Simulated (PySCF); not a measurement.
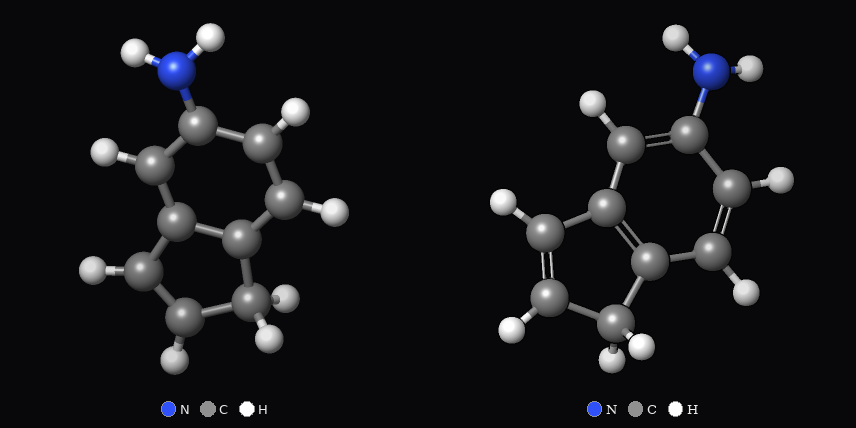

The same structure drawn twice, from different directions.

The computed structure is the end point of a GFN2-xTB optimisation. No frequency run is at hand to confirm it as a minimum.

What does the picture show?

Formula C₉H₉N. SMILES: `Nc1ccc2c(c1)C=CC2`. Independent rings (smallest set): 1 of 5 members, 1 of 6 members, 1 of them aromatic. Among its groups: alkene. Coordination, clear cases only: 8 C trigonal planar; 1 C tetrahedral.

The parts below concern this one geometry. Atoms keep their numbers from picture to picture.

**Shape**

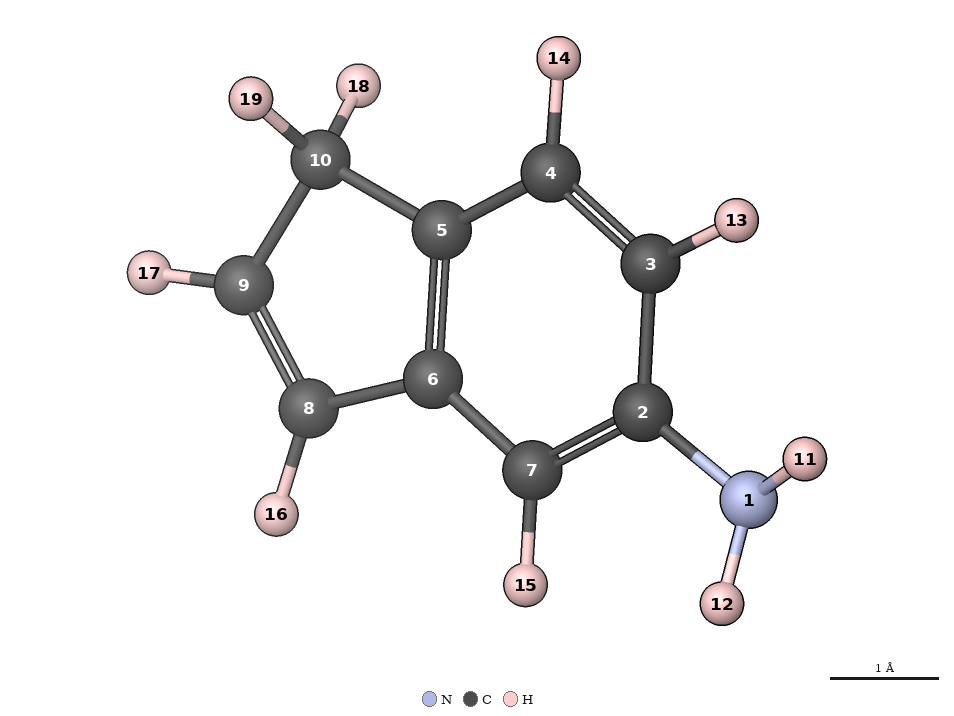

Numbered structure. No frequency run is at hand to confirm it as a minimum.

Which atoms are bonded, and how long are the bonds? Leave out bonds to hydrogen.

```csv
bond,length (Å),order
N1–C2,1.385,single
C2–C3,1.397,aromatic
C2–C7,1.395,aromatic
C3–C4,1.385,aromatic
C4–C5,1.378,aromatic
C5–C6,1.404,aromatic
C5–C10,1.498,single
C6–C7,1.382,aromatic
C6–C8,1.450,single
C8–C9,1.337,double
C9–C10,1.499,single
```

**NMR shielding**

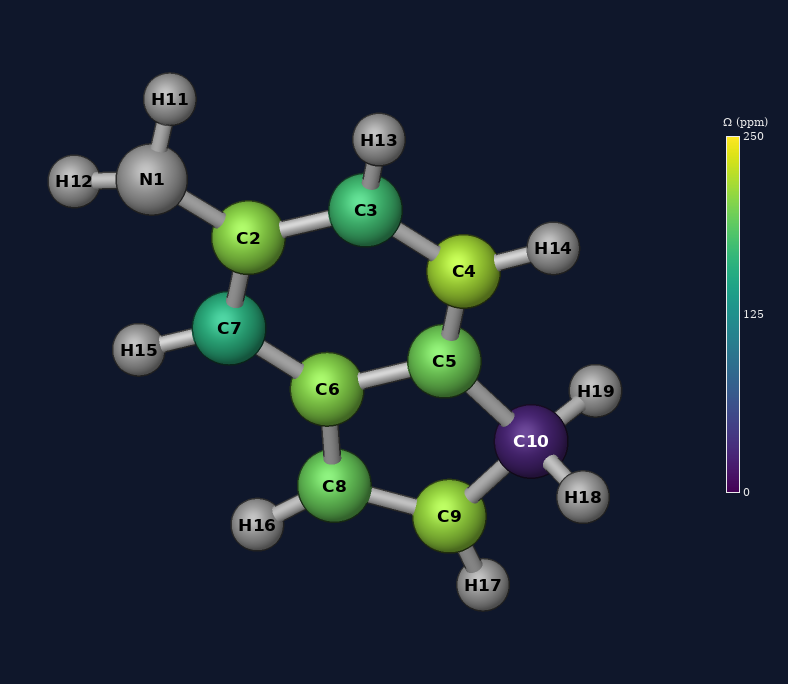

The C atoms are coloured by the span of their shielding tensor. No frequency run is at hand to confirm it as a minimum. Level of theory: GIAO PBE0/pcSseg-1 NMR shielding, non-relativistic, gas phase (PySCF 2.14.0). Principal shieldings σ11 ≤ σ22 ≤ σ33, span Ω = σ33 − σ11, skew κ = 3(σiso − σ22)/Ω.

Give the shielding tensors of the C atoms.

```csv
atom,σ11,σ22,σ33,σiso,Ω,κ
C2,−54.3,9.0,152.0,35.6,206.2,0.39
C3,−12.2,70.4,161.5,73.2,173.7,0.05
C4,−43.9,42.8,172.4,57.1,216.3,0.20
C5,−35.9,23.8,160.0,49.3,195.9,0.39
C6,−55.3,11.3,149.4,35.1,204.7,0.35
C7,2.1,69.4,160.5,77.3,158.4,0.15
C8,−54.4,58.3,138.1,47.3,192.5,−0.17
C9,−63.3,46.5,148.0,43.7,211.3,−0.04
C10,135.3,138.8,160.1,144.7,24.8,0.72
```

Shieldings and span in ppm.

**Quadrupole coupling**

No frequency run is at hand to confirm it as a minimum. Electric field gradients from the ground-state density, PBE0/pcSseg-1 (PySCF 2.14.0), non-relativistic apart from any core potentials.

Give the largest field-gradient component, the quadrupole coupling constant and the asymmetry for 14N at N1 (Q = 20.44 mb), 2H at H11 (Q = 2.86 mb), 2H at H12 (Q = 2.86 mb), 2H at H13 (Q = 2.86 mb), 2H at H14 (Q = 2.86 mb).

```tsv
atom	V_zz (a.u.)	e²qQ/h (MHz)	η
N1	−1.138	−5.46	0.08
H11	0.414	0.278	0.19
H12	0.415	0.279	0.19
H13	0.329	0.221	0.11
H14	0.327	0.220	0.06
```

**Ring current**

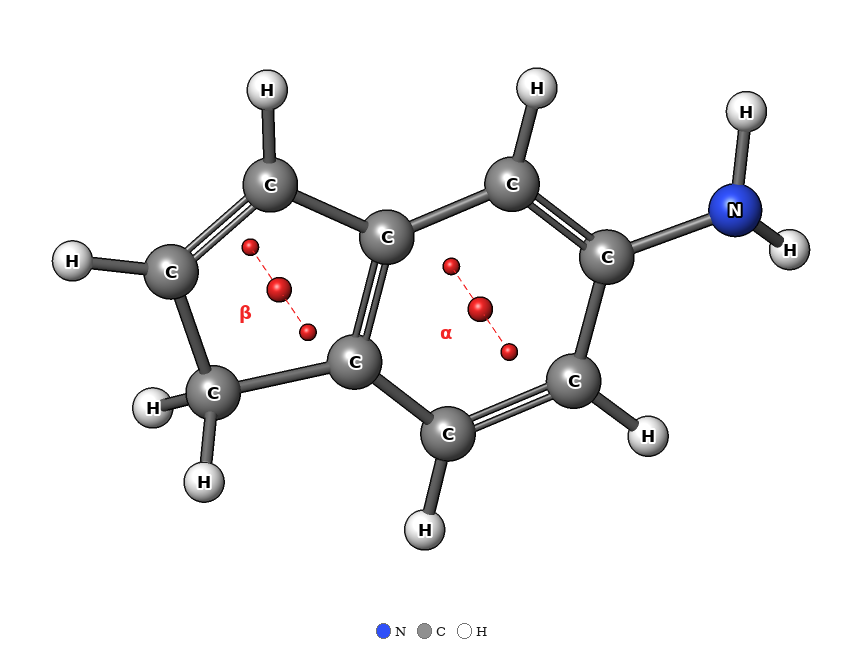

The small points mark where nucleus-independent chemical shifts (NICS) were computed: at the centre of each lettered ring and 1 Å above and below it. No frequency run is at hand to confirm it as a minimum. Level of theory: GIAO PBE0/pcSseg-1 NMR shielding, non-relativistic, gas phase (PySCF 2.14.0).

Give NICS(0), NICS(1) and the out-of-plane component NICS(1)zz for each ring (means of the two sides).

| ring | members | NICS(0) | NICS(1) | NICS(1)zz |
| --- | --- | --- | --- | --- |
| α | C6 | −8.2 | −10.1 | −24.2 |
| β | C5 | −0.9 | −4.4 | −6.8 |

Values in ppm.

> What do the values say about the ring currents?

Ring α: diatropic, as in an aromatic ring. Ring β: weak, as in a non-aromatic ring. NICS is one index among several.
